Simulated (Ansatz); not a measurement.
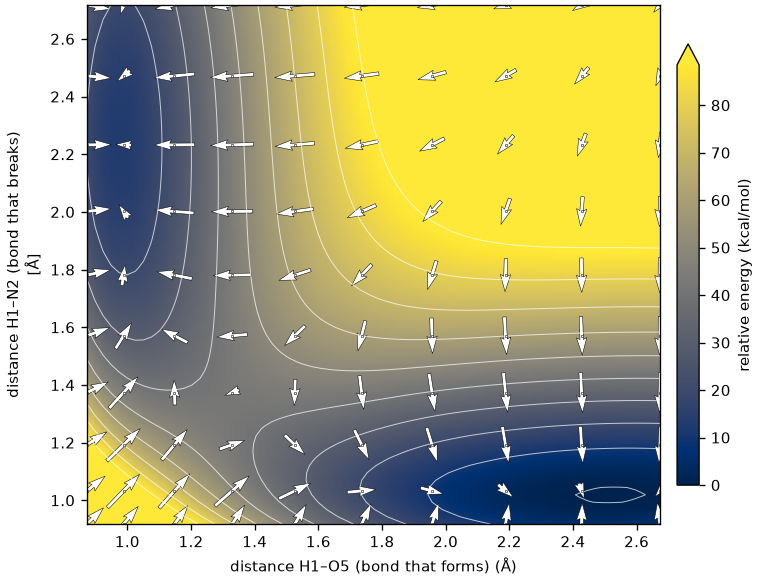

Energy landscape of the reacting system CH₅NOSi (one molecule; an intramolecular 1,3-shift). The first coordinate is: distance H1–O5 (bond that forms); the second: distance H1–N2 (bond that breaks). Relaxed at each point: all other coordinates. Grid: 10 × 10 points. Points are written as (first, second). All energies are given in kcal/mol relative to the lowest grid point. The reference is spin-restricted, so regions where a bond is pulled apart into radicals lie too high. Computed with RKS PBE0-D4/def2-SVP (Ansatz).

The picture shows a smooth colour map with a few white contour lines, dots at the grid points, arrows along the force (downhill), their lengths compressed, one colour for all values above the top of the scale. Between grid points the surface is interpolated. 

### What does the map say about the system?

The lowest grid point is at (2.427 Å, 1.033 Å). There is a further well near (0.988 Å, 2.233 Å) (13 kcal/mol above the lowest at that grid point). The highest grid point, (0.873 Å, 0.918 Å), lies 210 kcal/mol above the lowest. On the interpolated surface the lowest path from the side where the first distance is long, about (2.52 Å, 1.02 Å), to the well on the other side, (0.988 Å, 2.233 Å), has its top at about (1.32 Å, 1.32 Å), about 43 kcal/mol above the start and 30 kcal/mol above the end.

The values on the grid:

| second ↓, first → | 0.873 | 0.988 | 1.148 | 1.329 | 1.526 | 1.736 | 1.957 | 2.188 | 2.427 | 2.673 |
| --- | --- | --- | --- | --- | --- | --- | --- | --- | --- | --- |
| 2.718 | 27 | 19 | 30 | 50 | 73 | 92 | 108 | 119 | 126 | 132 |
| 2.472 | 21 | 14 | 25 | 47 | 70 | 90 | 104 | 114 | 121 | 125 |
| 2.233 | 20 | 13 | 24 | 45 | 68 | 86 | 99 | 108 | 113 | 115 |
| 2.002 | 22 | 15 | 25 | 45 | 65 | 81 | 91 | 97 | 100 | 100 |
| 1.781 | 29 | 20 | 28 | 45 | 61 | 73 | 79 | 81 | 81 | 81 |
| 1.571 | 43 | 30 | 33 | 44 | 54 | 60 | 61 | 60 | 59 | 59 |
| 1.374 | 64 | 46 | 40 | 43 | 44 | 43 | 40 | 36 | 34 | 34 |
| 1.193 | 98 | 70 | 53 | 43 | 35 | 27 | 20 | 15 | 12 | 11 |
| 1.033 | 150 | 108 | 75 | 51 | 33 | 20 | 10 | 3 | 0 | 0 |
| 0.918 | 210 | 155 | 106 | 71 | 46 | 28 | 16 | 9 | 6 | 7 |

Each point was launched as `ansatz run input.yaml --threads 1 --pin off --max-ram 2560MiB --backend cpu --events-out ev --progress --plain --runs-dir out`. The whole map (100 points run) took 33 min on 1 thread of Arm Neoverse V1, on a shared host.
